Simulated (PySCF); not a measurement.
# Run report: C$_{4}$H$_{5}$OSi (charge −1), excited-state calculation

System: C$_{4}$H$_{5}$OSi, charge −1, SMILES [SiH2-]c1ccco1.
Method: TDDFT PBE0/def2-SVPD, vertical, gas phase, core orbitals frozen in the response (PySCF 2.14.0).

The geometry comes from this level: GFN2-xTB, MD frame at 800 fs, 400 K. It belongs to a series of runs on one base structure; here: MD frame at 800 fs, 400 K.

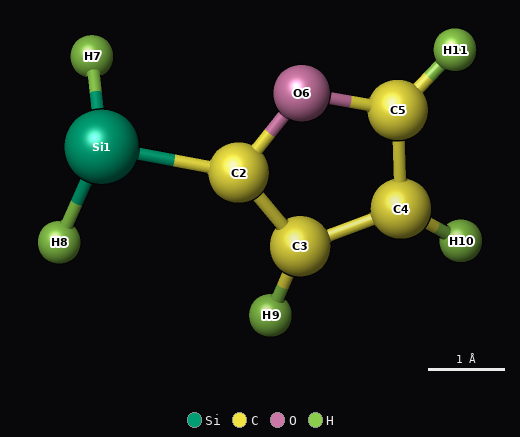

**Figure 1.** The structure (ball-and-stick view, seen at a tilt; atoms are numbered from 1 in the order of the input).

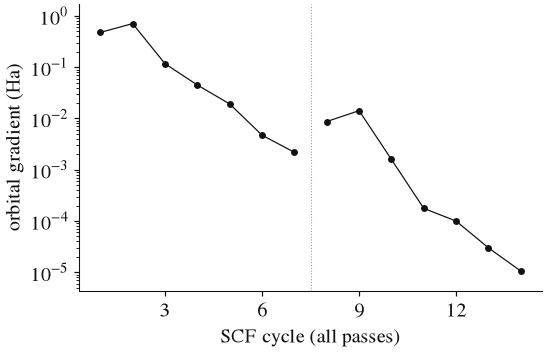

**Figure 2.** Convergence of the self-consistent field: orbital gradient against the SCF cycle. The dotted line marks the change from a coarse to the final integration grid. The first 7 cycles use a coarse grid, the final grid takes over at cycle 8, and the field converges after 14 cycles in all.

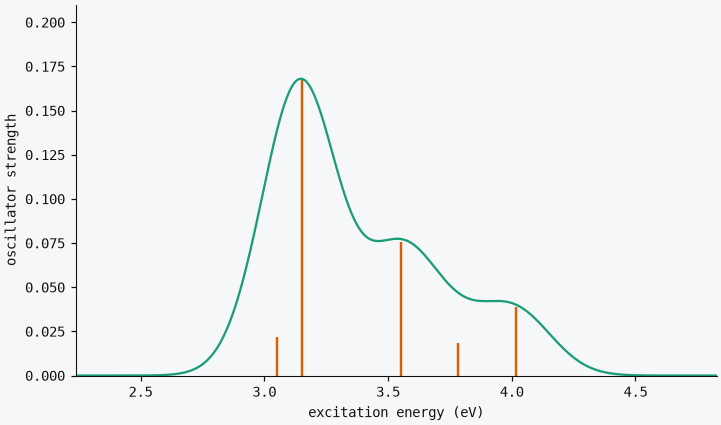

**Figure 3.** Computed excitations as sticks (degenerate states added up, dark ones marked on the axis), with a Gaussian envelope of 0.35 eV full width at half maximum, scaled to the tallest. Of the 5 states the lowest lies at 3.05 eV (f = 0.022); the strongest line is at 3.15 eV, or 393 nm (f = 0.168).

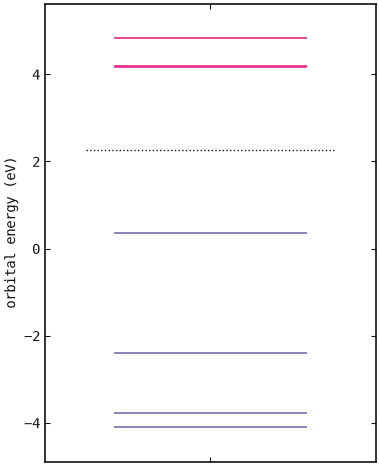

**Figure 4.** Orbital energies near the frontier; the dotted line parts filled from empty levels, and levels within 0.02 eV of each other stand side by side. Highest filled 0.36 eV, lowest empty 4.17 eV, 3.81 eV apart.

The input and output of the run follow.

### Input
```
{"job": {"kind": "uv", "xc": "PBE0", "basis": "def2-SVPD", "nstates": 5, "ntriplets": 0}, "charge": -1, "multiplicity": 1}
Si     2.435900    -1.765400     0.202100
C      0.670400    -1.251200    -0.036700
C     -0.480000    -1.720800    -0.661400
C     -1.564500    -0.906400    -0.247000
C     -1.069000    -0.013800     0.691600
O      0.283500    -0.168400     0.720300
H      2.404100    -2.012000     1.659400
H      2.393900    -3.078400    -0.594200
H     -0.563000    -2.738200    -1.195500
H     -2.622900    -1.218100    -0.352100
H     -1.522800     0.775700     1.316100
```

The first line tells a small driver script what to run in PySCF; the rest is the geometry in Å.

Launched with:
```bash
OMP_NUM_THREADS=1 python <driver script> task.json out
```

### Output
```
coarse grid: 10160 points
cycle   1  E = -519.3233283950  dE =  7.926e-01  |g| = 4.778e-01  |ddm| = 5.123e+00
cycle   2  E = -519.2734932725  dE =  4.984e-02  |g| = 7.116e-01  |ddm| = 5.536e+00
cycle   3  E = -519.3922356401  dE = -1.187e-01  |g| = 1.175e-01  |ddm| = 2.373e+00
cycle   4  E = -519.3952496550  dE = -3.014e-03  |g| = 4.501e-02  |ddm| = 4.700e-01
cycle   5  E = -519.3956581282  dE = -4.085e-04  |g| = 1.924e-02  |ddm| = 1.028e-01
cycle   6  E = -519.3957611008  dE = -1.030e-04  |g| = 4.732e-03  |ddm| = 8.756e-02
cycle   7  E = -519.3957658410  dE = -4.740e-06  |g| = 2.186e-03  |ddm| = 1.406e-02
final grid: 94832 points
cycle   8  E = -519.4708532537  dE = -1.047e-05  |g| = 8.728e-03  |ddm| = 1.074e-01
cycle   9  E = -519.4708266458  dE =  2.661e-05  |g| = 1.423e-02  |ddm| = 3.293e-02
cycle  10  E = -519.4708695500  dE = -4.290e-05  |g| = 1.588e-03  |ddm| = 1.994e-02
cycle  11  E = -519.4708702287  dE = -6.787e-07  |g| = 1.759e-04  |ddm| = 3.327e-03
cycle  12  E = -519.4708702355  dE = -6.798e-09  |g| = 9.966e-05  |ddm| = 1.096e-03
cycle  13  E = -519.4708702380  dE = -2.447e-09  |g| = 2.982e-05  |ddm| = 2.202e-04
cycle  14  E = -519.4708702382  dE = -2.485e-10  |g| = 1.052e-05  |ddm| = 1.249e-04
converged SCF energy = -519.4708702382

Static polarisability (au): isotropic 114.541, principal 79.886 102.006 161.732

Singlet excitations
state   eV       nm        f      main configurations
  1   3.0500    406.5   0.02189   H->L 0.62, H->L+1 0.34
  2   3.1535    393.2   0.16805   H->L+1 0.62, H->L 0.36
  3   3.5515    349.1   0.07564   H->L+2 0.53, H->L+3 0.41
  4   3.7815    327.9   0.01844   H->L+3 0.52, H->L+2 0.45
  5   4.0159    308.7   0.03897   H->L+4 0.79, H->L+6 0.09
```

### Results in brief

```tsv
quantity	value
outcome	converged
total energy	−519.470870 hartree
HOMO	0.36 eV
LUMO	4.17 eV
mean polarisability	114.54 a.u.
lowest excitation	3.05 eV
hardware	1 CPU thread, shared host
wall time	13 s
peak memory	0.71 GiB
```

The highest filled orbital lies above zero: either the extra electron isn't bound at this level, or the self-interaction error of the functional lifts the level.
